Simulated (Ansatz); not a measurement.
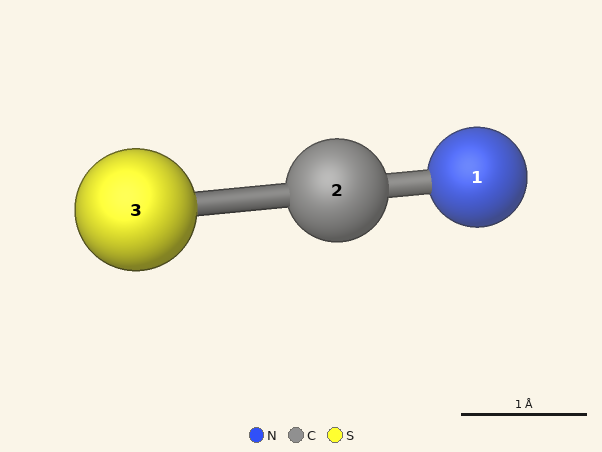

Simulated data, not a measurement (program: Ansatz).

Orthographic view. Atoms fade into the background with distance from the viewer. Charge 0, doublet. Geometry: a fixed input geometry, not necessarily a minimum.

Write a Z-matrix (Å, degrees) in the order of the atom numbers, with these reference atoms: 2 to 1; 3 to 2, 1.

```
N  
C    1   1.148
S    2   1.648   1   179.9
```
